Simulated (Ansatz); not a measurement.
# Moving the knobs of a GW run on SiC (P6_3mc)

Aim: change settings of a G0W0 run on SiC (P6_3mc) and see what moves.

Calculated with Ansatz 0.2.0; G0W0 on r2SCAN, plane waves, PAW.

## 1. The structure

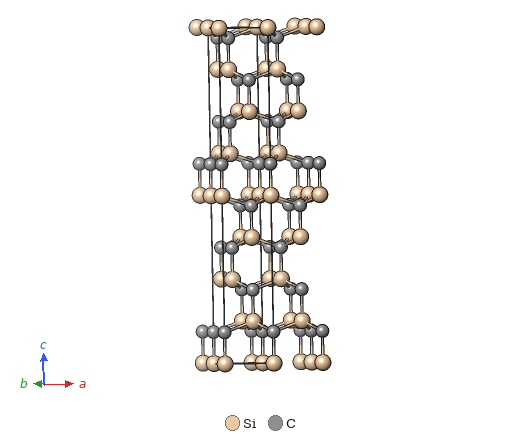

Start, viewed slightly off an axis; silicon light orange, carbon grey. 2×2×1 cells are drawn. Bonds to atoms that aren't drawn are left out. Some periodic images of atoms are drawn too.

The cell and positions come from the Crystallography Open Database and are kept as given unless a step says otherwise. The default PAW set here is soft_2. Its files were made with PBE.

## 2. The base run: 6×6×1 mesh, 421 empty bands, screening to 108 eV

G0W0 replaces the xc potential by the self-energy, built once from these orbitals. Only a window of levels is corrected, while the sums run over the empty bands that the input names.

input.yaml

```yaml
crystal:
  lattice:
    - [3.079, 0.0, 0.0]
    - [-1.5395, 2.6664922183, 0.0]
    - [0.0, 0.0, 20.146]
  atoms:
    - { symbol: Si, position: [0.3333333333, 0.6666666667, 0.25] }
    - { symbol: Si, position: [0.6666666667, 0.3333333333, 0.75] }
    - { symbol: Si, position: [0.3333333333, 0.6666666667, 0.625] }
    - { symbol: Si, position: [0.6666666667, 0.3333333333, 0.125] }
    - { symbol: Si, position: [0.0, 0.0, 0.0] }
    - { symbol: Si, position: [0.0, 0.0, 0.5] }
    - { symbol: Si, position: [0.3333333333, 0.6666666667, 0.875] }
    - { symbol: Si, position: [0.6666666667, 0.3333333333, 0.375] }
    - { symbol: C, position: [0.3333333333, 0.6666666667, 0.969] }
    - { symbol: C, position: [0.6666666667, 0.3333333333, 0.469] }
    - { symbol: C, position: [0.0, 0.0, 0.094] }
    - { symbol: C, position: [0.0, 0.0, 0.594] }
    - { symbol: C, position: [0.3333333333, 0.6666666667, 0.344] }
    - { symbol: C, position: [0.6666666667, 0.3333333333, 0.844] }
    - { symbol: C, position: [0.3333333333, 0.6666666667, 0.719] }
    - { symbol: C, position: [0.6666666667, 0.3333333333, 0.219] }
kpoints:
  mp_grid: { grid: [6, 6, 1] }
hamiltonian:
  xc: r2scan
scf:
  occupations: { method: fixed }
gw:
  n_empty_bands: 421
  ecut_chi: 108
  qp_bands: [v4, c4]
  qp_kpoints: band_edges
  screening: { model: contour_deformation }
```

The run is started by

```sh
ansatz run input.yaml --threads 3 --pin off --max-ram 92160MiB --backend cuda --events-out ev --progress --plain --runs-dir out --devices 1 --max-vram 13GiB  # rebuilt from the run's record
```

Numbers of over 12 decimals in the logs are rounded to 6 here.

Log:

```text
GPUs: using 1 of 1 available (devices: 1).
Engine: ansatz 0.2.0, x86_64-unknown-linux-gnu
Pseudopotentials: kind: paw
Pseudopotential: Si, paw, valence charge 4, recommended cutoff 500 eV (meta_gga), Si.paw.azcp
Pseudopotential: C, paw, valence charge 4, recommended cutoff 500 eV (meta_gga), C.paw.azcp
Functional definition: r2SCAN
  parameter k0 = 0.174
  parameter k1 = 0.065
  parameter a1 = 4.9479
  exchange = r2scan_x(k0 = k0, k1 = k1, a1 = a1)
  correlation = r2scan_c
device memory: the entry about to start is reckoned to put 3.2 GiB on a device that reports 54.0 GiB free (of which the cap on the GPU budget leaves the run 13.0 GiB)
GPU FFT provider: cuFFT
GPU libraries: cuBLAS 13.8.2, cuFFT 12.4.0, cuSOLVER 12.3.4
Crystal: 16 atoms, lattice volume = 165.401 Å³
Basis set: ecut = 500 eV, 4225 PW (Γ), exchange–correlation on 96×96×600 points (64 copies of the dense FFT grid, shifted against one another)
Bands: 48, of which v1, the nominal top of the filled ones, is band 32 counted from 1 (31 counted from 0)
Symmetry: 12 space group operations
Space group: P63mc (ITA 186), of the structure as read, at distance tolerance 5.5e-5 Å
k-points: 7 of 36
Non-local potential: Si, projectors of the file, l = 0: 2, l = 1: 2, l = 2: 2
Non-local potential: C, projectors of the file, l = 0: 2, l = 1: 2, l = 2: 1
PAW form: soft (Blöchl's): semilocal exchange-correlation on the pseudo side does not see the compensation charge
PAW frozen core: Si, regenerated for the run's functional (the file was generated under x = pbe(κ = 0.804, μ = 0.219515), c = pbe(β = 0.066725))
PAW frozen core: C, regenerated for the run's functional (the file was generated under x = pbe(κ = 0.804, μ = 0.219515), c = pbe(β = 0.066725))
PAW one-centre angular grid: Si, 302 points (default); XC on 160 Gauss nodes
PAW one-centre angular grid: C, 302 points (default); XC on 239 of its mesh's 2573 points in the sphere
Initial density: superposition of atomic densities (neutral atoms: chi_scale 0, normalization atom), corrected by the library's trained network
Initial wavefunctions: pseudopotential atomic-orbital guess
GPU buffer pool allocated for 86400 grid points (all kernels)
GPU transforms: local potential and band sums: pruned to the plane-wave sphere, on 24×24×150
Functional: x = r2scan, c = r2scan; τ floored in thin density (d = 2e-4 eV/Å³)
SCF iter   1: F=—  HF=-7130.275862 eV  |F-HF|=—  |Δ(HF+E_count)|=         —  Δρ=5.91e-3  dr2=4.05e-2  dr2_τ=1.56e0  ethr=1.77e-3  ⟨swp⟩=5.0  Hψ=1335  notcnv=0  defer=93
preconditioner: auto → none  [insulator: Δε(μ)=2.083 eV  Ē_g=12.845 eV  n_scr=14 (ndim 8)  ℏωp=23.1 eV  f_vac=0.000  ε∞_Penn≈4.2]
[...]
E_vpaw       = -73.153169  (= ΣTr[D̂ρ^β])
  E_aug_tail   = 0.000066  (compensation charges beyond the density's cutoff)
  E_vtau       = 44.550061  (kinetic-family band-sum trace: ∫τ·v_τ [+ j·A + Jᵃ·Aᵃ] dr)
  E_ewald      = -2278.037772
  E_core_change = -0.809654  (= ΣΔE_core)
  E_smearing   = -0.000000  (= −TS)
  E_closure    = 0.000000  (closes the sum)
  Σ components = -7130.632323   (vs F -7130.632323, Δ=0.00e0)
--- Band table (eV; the first three rows and the last of 7) ---
  k-point 0: bands = [... 28 lower, 9.2204, 9.4022, 9.4022, 9.4049, 15.1844, 15.2496, 15.5844, 15.8485, ... 12 higher]
  k-point 1: bands = [... 28 lower, 8.8192, 8.8609, 9.1052, 9.1585, 14.6552, 14.8881, 14.9097, 15.3915, ... 12 higher]
  k-point 2: bands = [... 28 lower, 8.1094, 8.1450, 8.3486, 8.5459, 12.5303, 12.5886, 13.2382, 13.5714, ... 12 higher]
  k-point 6: bands = [... 28 lower, 6.8271, 6.8896, 7.1798, 7.1798, 13.1203, 13.8701, 13.9855, 13.9855, ... 12 higher]
--- G₀W₀: contour deformation, 6 samples at zero and on the imaginary axis and 2 off it, 36 q-points, 421 empty bands' worth ---
  eigenvalues of the whole cell's RPA ε∞ on this k-mesh (on a slab, of 1 + 4πα/V) = 6.1966, 6.3241, 6.3241; static W/v taken at q = 0 is 0.159016
  bands read: the sum over 453 bands ends inside a degenerate multiplet in 1 slot, whose members it reads at an even weight; the widest, k=6: bands 453 to 454 (counted from 1) at 1/2 each
  gw.qp_kpoints: band_edges: 5 of 7 stored k-points solved, in 1 pass; an edge of the gap read off the rows below is read off those points alone
    valence top: of the k-points left out ik 4 came nearest to being solved in a further pass, in band 32 (counted from 1, as in the quasiparticle table): it holds the edge there only if its correction is more favourable than any solved in that band by at least 0.620 eV; those differ by 0.135 eV
    conduction bottom: of the k-points left out ik 5 came nearest to being solved in a further pass, in band 33 (counted from 1, as in the quasiparticle table): it holds the edge there only if its correction is more favourable than any solved in that band by at least 1.288 eV; those differ by 0.190 eV
    ik  band        ε_KS         Σx   Σc(E_QP)       V_xc       Z   E_QP_lin       E_QP  E_QP is
     0    29      9.2204   -18.4219     2.2186   -15.8763  0.8015     8.8927     8.8934  root
     0    30      9.4022   -18.4013     2.1793   -15.9060  0.8022     9.0855     9.0862  root
     0    31      9.4022   -18.4013     2.1793   -15.9060  0.8022     9.0855     9.0862  root
     0    32      9.4049   -18.3101     2.1302   -15.8671  0.8024     9.0914     9.0920  root
     0    33     15.1844    -8.9808    -4.5854   -13.9787  0.8136    15.5981    15.5969  root
     0    34     15.2496    -8.9284    -4.6011   -13.9398  0.8132    15.6612    15.6600  root
     0    35     15.5844    -8.9166    -4.6482   -13.9836  0.8121    16.0045    16.0031  root
     0    36     15.8485    -8.7888    -4.7191   -13.9269  0.8099    16.2689    16.2675  root
[...]
6    33     13.1203    -6.7088    -4.1373   -11.0823  0.8262    13.3568    13.3563  root
     6    34     13.8701    -6.9491    -4.1953   -11.4213  0.8207    14.1474    14.1469  root
     6    35     13.9855    -7.1747    -4.2751   -11.7462  0.8204    14.2824    14.2819  root
     6    36     13.9855    -7.1747    -4.2751   -11.7462  0.8204    14.2824    14.2819  root
[key lines of the parts left out:]
SCF converged after 9 iterations
Free energy (F): -7130.632323 eV
Fermi energy:    9.404868 eV
```

The job ended after 22 s (1 × NVIDIA H100 80GB HBM3 (shared by 6 runs) with 3 threads of AMD EPYC 7R13 (Zen 3), shared host; peak memory 1.8 GiB; 23 s of CPU time).

Reading the cycles: dr2 is the Hartree energy of the density residual (eV), the measure of convergence; HF is the Harris–Foulkes estimate of the energy, which meets the free energy F at convergence.

This step gave:

```yaml
bands_summed: 453
rpa_eps_infinity_on_this_mesh_eigenvalues: 6.197, 6.324, 6.324
plane_waves_in_the_screening_matrix: 437
q_points_in_the_mesh: 36
g0w0_gap_on_the_mesh: 2.671 eV
k_of_the_valence_top: 0, 0, 0
k_of_the_conduction_bottom: 0, -0.5, 0
starting_gap_on_the_mesh: 2.136 eV
z_at_the_valence_top: 0.8024
z_at_the_conduction_bottom: 0.8268
least_direct_g0w0_gap_on_the_computed_points: 3.894 eV
```

The gap on the mesh goes from 2.14 eV to 2.67 eV, a correction of +0.54 eV. Between the two edge states, bare exchange in place of the xc potential would open the gap by 6.51 eV, and correlation takes back 5.97 eV.

## 3. Variant: all filled levels at the zone centre

input.yaml, as its differences from that of step 2:

```diff
@@ -29,6 +29,6 @@
 gw:
-  n_empty_bands: 421
-  ecut_chi: 108
-  qp_bands: [v4, c4]
-  qp_kpoints: band_edges
+  n_empty_bands: 375
+  ecut_chi: 100
+  qp_bands: [lowest, c2]
+  qp_kpoints: [[0, 0, 0]]
   screening: { model: contour_deformation }
```

Log:

```text
GPUs: using 1 of 1 available (devices: 1).
[...]
GPU FFT provider: cuFFT
GPU libraries: cuBLAS 13.8.2, cuFFT 12.4.0, cuSOLVER 12.3.4
Crystal: 16 atoms, lattice volume = 165.401 Å³
Basis set: ecut = 500 eV, 4225 PW (Γ), exchange–correlation on 96×96×600 points (64 copies of the dense FFT grid, shifted against one another)
Bands: 48, of which v1, the nominal top of the filled ones, is band 32 counted from 1 (31 counted from 0)
[... 1 set-up line as in the run before ...]
[...]
k-points: 7 of 36
[...]
GPU buffer pool allocated for 86400 grid points (all kernels)
[...]
SCF iter   1: F=—  HF=-7130.275862 eV  |F-HF|=—  |Δ(HF+E_count)|=         —  Δρ=5.91e-3  dr2=4.05e-2  dr2_τ=1.56e0  ethr=1.77e-3  ⟨swp⟩=5.0  Hψ=1335  notcnv=0  defer=93
[...]
SCF iter   9: F=-7130.632323 eV  HF=-7130.632323 eV  |F-HF|=5.09e-9  |Δ(HF+E_count)|=   1.81e-8  Δρ=3.36e-6  dr2=8.41e-9  dr2_τ=2.01e-10  ethr=1.56e-10  ⟨swp⟩=13.6  Hψ=1657  notcnv=0
SCF 1 converged in 9 iterations: F = -7130.632323 eV  dr2 = 8.41e-9
[...]
NSCF: frozen V_eff on 7 k-points
[...]
G₀W₀ screening: q 1/7
[... further progress lines ...]
[...]
SCF converged after 9 iterations
Free energy (F): -7130.632323 eV
[...]
Internal energy: -7130.632323 eV  (E = F + TS)
E sigma→0 (E₀):  -7130.632323 eV
Fermi energy:    9.404868 eV
[...]
--- Band table (eV; the first three rows and the last of 7) ---
  k-point 0: bands = [... 28 lower, 9.2204, 9.4022, 9.4022, 9.4049, 15.1844, 15.2496, 15.5844, 15.8485, ... 12 higher]
  k-point 1: bands = [... 28 lower, 8.8192, 8.8609, 9.1052, 9.1585, 14.6552, 14.8881, 14.9097, 15.3915, ... 12 higher]
  k-point 2: bands = [... 28 lower, 8.1094, 8.1450, 8.3486, 8.5459, 12.5303, 12.5886, 13.2382, 13.5714, ... 12 higher]
  k-point 6: bands = [... 28 lower, 6.8271, 6.8896, 7.1798, 7.1798, 13.1203, 13.8701, 13.9855, 13.9855, ... 12 higher]
[...]
0     1     -6.8193   -23.3345     7.7876   -15.2761  0.7402    -7.0912    -7.0901  root
     0     2     -6.5275   -23.2899     7.7122   -15.3205  0.7390    -6.7852    -6.7847  root
     0     3     -6.4787   -23.2841     7.7146   -15.3154  0.7411    -6.7332    -6.7328  root
     0     4     -5.5971   -23.1784     7.5009   -15.4710  0.7240    -5.8039    -5.8036  root
     0     5     -5.5687   -23.1744     7.5072   -15.4659  0.7226    -5.7702    -5.7699  root
     0     6     -4.2157   -23.1752     7.1396   -15.8514  0.7311    -4.4005    -4.3999  root
     0     7     -4.1846   -23.1673     7.1383   -15.8419  0.7321    -4.3722    -4.3716  root
     0     8     -3.1979   -23.5317     6.9539   -16.4482  0.7460    -3.3276    -3.3274  root
[...]
0    31      9.4022   -18.4013     2.2304   -15.9060  0.8027     9.1368     9.1372  root
     0    32      9.4049   -18.3101     2.1820   -15.8671  0.8029     9.1433     9.1438  root
     0    33     15.1844    -8.9808    -4.5499   -13.9787  0.8139    15.6338    15.6324  root
     0    34     15.2496    -8.9284    -4.5659   -13.9398  0.8136    15.6966    15.6952  root
```

Elapsed: 24 s, on 1 × NVIDIA H100 80GB HBM3 (shared by 6 runs) with 3 threads; peak memory 1.7 GiB.

Absolute levels on the run's own zero. QP, by row:

```csv
k index,band,KS (eV),Sigma_x (eV),Sigma_c (eV),Vxc (eV),Z,QP linearised (eV),QP (eV),source,doubts
0,1,-6.819,-23.33,7.788,-15.28,0.7402,-7.091,-7.09,root,
0,2,-6.527,-23.29,7.712,-15.32,0.739,-6.785,-6.785,root,
0,3,-6.479,-23.28,7.715,-15.32,0.7411,-6.733,-6.733,root,
0,4,-5.597,-23.18,7.501,-15.47,0.724,-5.804,-5.804,root,
0,5,-5.569,-23.17,7.507,-15.47,0.7226,-5.77,-5.77,root,
0,6,-4.216,-23.18,7.14,-15.85,0.7311,-4.401,-4.4,root,
0,7,-4.185,-23.17,7.138,-15.84,0.7321,-4.372,-4.372,root,
0,8,-3.198,-23.53,6.954,-16.45,0.746,-3.328,-3.327,root,
0,9,0.5572,-19.2,4.893,-13.78,0.7341,0.0287,0.0313,root,
0,10,2.053,-19.41,4.476,-14.45,0.7468,1.566,1.568,root,
0,11,2.093,-19.39,4.463,-14.44,0.7512,1.597,1.6,root,
0,12,4.899,-18.97,3.499,-15,0.7647,4.431,4.435,root,
0,13,4.92,-18.96,3.488,-15.01,0.7644,4.452,4.456,root,
0,14,7.835,-18.41,2.543,-15.51,0.7949,7.475,7.476,root,
0,15,7.86,-18.39,2.53,-15.5,0.7952,7.499,7.5,root,
0,16,8.222,-18.67,2.536,-15.79,0.7977,7.878,7.879,root,
0,17,8.222,-18.67,2.536,-15.79,0.7977,7.878,7.879,root,
0,18,8.314,-18.63,2.505,-15.79,0.7983,7.975,7.976,root,
0,19,8.314,-18.63,2.505,-15.79,0.7983,7.975,7.976,root,
0,20,8.419,-18.63,2.486,-15.81,0.7985,8.087,8.088,root,
0,21,8.419,-18.63,2.486,-15.81,0.7985,8.087,8.088,root,
0,22,8.706,-18.52,2.4,-15.81,0.8,8.39,8.39,root,
0,23,8.706,-18.52,2.4,-15.81,0.8,8.39,8.39,root,
0,24,8.782,-18.52,2.382,-15.83,0.8002,8.474,8.475,root,
0,25,8.782,-18.52,2.382,-15.83,0.8002,8.474,8.475,root,
0,26,9.155,-18.43,2.287,-15.86,0.8018,8.87,8.87,root,
0,27,9.155,-18.43,2.287,-15.86,0.8018,8.87,8.87,root,
0,28,9.22,-18.42,2.269,-15.88,0.8021,8.943,8.944,root,
0,29,9.22,-18.42,2.269,-15.88,0.8021,8.943,8.944,root,
0,30,9.402,-18.4,2.23,-15.91,0.8027,9.137,9.137,root,
0,31,9.402,-18.4,2.23,-15.91,0.8027,9.137,9.137,root,
0,32,9.405,-18.31,2.182,-15.87,0.8029,9.143,9.144,root,
0,33,15.18,-8.981,-4.55,-13.98,0.8139,15.63,15.63,root,
0,34,15.25,-8.928,-4.566,-13.94,0.8136,15.7,15.7,root,
```

Against the base:

```csv
setting,base,variant
empty bands,421,375
screening cutoff (eV),108,100
levels asked,v4 to c4,lowest to c2
points asked,band edges,"[[0, 0, 0]]"
```

## 4. Variant: no symmetry

input.yaml, as its differences from that of step 3:

```diff
@@ -22,2 +22,3 @@
     - { symbol: C, position: [0.6666666667, 0.3333333333, 0.219] }
+  symmetry: { detect: false }
 kpoints:
@@ -29,6 +30,6 @@
 gw:
-  n_empty_bands: 375
-  ecut_chi: 100
-  qp_bands: [lowest, c2]
-  qp_kpoints: [[0, 0, 0]]
+  n_empty_bands: 174
+  ecut_chi: 60
+  qp_bands: [v4, c4]
+  qp_kpoints: band_edges
   screening: { model: contour_deformation }
```

Log:

```text
GPUs: using 1 of 1 available (devices: 1).
[...]
GPU FFT provider: cuFFT
GPU libraries: cuBLAS 13.8.2, cuFFT 12.4.0, cuSOLVER 12.3.4
Crystal: 16 atoms, lattice volume = 165.401 Å³
Basis set: ecut = 500 eV, 4225 PW (Γ), exchange–correlation on 96×96×600 points (64 copies of the dense FFT grid, shifted against one another)
Bands: 48, of which v1, the nominal top of the filled ones, is band 32 counted from 1 (31 counted from 0)
Symmetry: 1 space group operations
k-points: 20 of 36 (time reversal used)
[...]
GPU buffer pool allocated for 86400 grid points (all kernels)
[...]
SCF iter   1: F=—  HF=-7130.276116 eV  |F-HF|=—  |Δ(HF+E_count)|=         —  Δρ=5.96e-3  dr2=4.10e-2  dr2_τ=1.56e0  ethr=1.77e-3  ⟨swp⟩=5.0  Hψ=4038  notcnv=0  defer=269
[...]
SCF iter   9: F=-7130.632323 eV  HF=-7130.632323 eV  |F-HF|=6.85e-9  |Δ(HF+E_count)|=   1.23e-7  Δρ=4.53e-6  dr2=2.91e-8  dr2_τ=3.62e-10  ethr=1.56e-10  ⟨swp⟩=11.8  Hψ=5053  notcnv=0
SCF 1 converged in 9 iterations: F = -7130.632323 eV  dr2 = 2.91e-8
[...]
NSCF: frozen V_eff on 20 k-points, pencils in batches of 32, up to order 192
[...]
G₀W₀ screening: q 1/20
[... further progress lines ...]
[...]
SCF converged after 9 iterations
Free energy (F): -7130.632323 eV
[...]
Internal energy: -7130.632323 eV  (E = F + TS)
E sigma→0 (E₀):  -7130.632323 eV
Fermi energy:    9.404878 eV
[...]
--- Band table (eV; the first three rows and the last of 20) ---
  k-point 0: bands = [... 28 lower, 9.2204, 9.4022, 9.4022, 9.4049, 15.1844, 15.2497, 15.5844, 15.8485, ... 12 higher]
  k-point 1: bands = [... 28 lower, 8.8192, 8.8609, 9.1052, 9.1585, 14.6552, 14.8882, 14.9097, 15.3915, ... 12 higher]
  k-point 2: bands = [... 28 lower, 8.1094, 8.1450, 8.3486, 8.5459, 12.5303, 12.5886, 13.2382, 13.5714, ... 12 higher]
  k-point 19: bands = [... 28 lower, 7.7918, 7.8272, 7.9597, 8.2555, 11.5407, 11.7464, 12.6881, 12.9321, ... 12 higher]
[...]
0    29      9.2204   -18.4219     2.6774   -15.8763  0.8069     9.3521     9.3522  root
     0    30      9.4022   -18.4013     2.6458   -15.9060  0.8076     9.5526     9.5527  root
     0    31      9.4022   -18.4013     2.6458   -15.9060  0.8076     9.5526     9.5527  root
     0    32      9.4049   -18.3101     2.5968   -15.8671  0.8079     9.5585     9.5586  root
     0    33     15.1844    -8.9808    -4.2647   -13.9787  0.8181    15.9215    15.9175  root
     0    34     15.2497    -8.9284    -4.2812   -13.9398  0.8177    15.9839    15.9799  root
     0    35     15.5844    -8.9166    -4.3245   -13.9836  0.8166    16.3311    16.3268  root
     0    36     15.8485    -8.7888    -4.3974   -13.9269  0.8143    16.5938    16.5893  root
[...]
19    33     11.5407    -7.2194    -3.6060   -11.2865  0.8293    12.0030    12.0019  root
    19    34     11.7464    -7.2333    -3.6547   -11.3552  0.8289    12.2148    12.2136  root
    19    35     12.6881    -7.1807    -3.8384   -11.5206  0.8285    13.1911    13.1896  root
    19    36     12.9321    -7.2406    -3.8327   -11.6169  0.8254    13.4775    13.4757  root
```

Elapsed: 43 s, on 1 × NVIDIA H100 80GB HBM3 (shared by 6 runs) with 3 threads; peak memory 1.7 GiB.

The G0W0 gap on the mesh is 2.443 eV.

Against the base:

```csv
setting,base,variant
empty bands,421,174
screening cutoff (eV),108,60
symmetry detection,-,false
```

```csv
quantity,variant,base
starting gap on the mesh,2.136,2.136
G0W0 gap on the mesh,2.443,2.671
least direct G0W0 gap on the computed points,3.703,3.894
Z at the valence top,0.808,0.802
Z at the conduction bottom,0.829,0.827
```

## 5. Results

| Quantity | Value |
| --- | --- |
| base | 2.67 eV, 22 s |
| all filled levels at the zone centre | direct gap at the listed points 6.49 eV, 24 s |
| no symmetry | 2.44 eV, 43 s |

**Reading.** All filled levels at the zone centre: only the listed points were computed; the least direct gap there is 6.49 eV, with empty bands, screening cutoff, levels asked and points asked changed against the base. No symmetry: the gap moves by −0.23 eV. The variant differs from the base in empty bands, screening cutoff and symmetry detection together, so the change can't be laid to one of them. Symmetry itself changes the cost, not the physics. All runs here use a coarse mesh and modest cutoffs; they test settings and are not final values.

[Paths, hosts, dates, memory and timing lines, banners, echoed tables and standing remarks are left out of the program output.]

[Logs are printed without paths, hosts, clocks, repeated set-up lines and the standing remarks that a program may print on its own settings, such as how far it seeks lower states.]

[Runs of the session that timed out or met a known fault of the program may be left out.]

[Cells called generated may have been cut or substituted from an entry of the Crystallography Open Database or the Materials Project.]

[Hosts, paths, dates, database ids (printed as entryN), source tags and the programs' standing remarks are cut or masked in the printed files.]
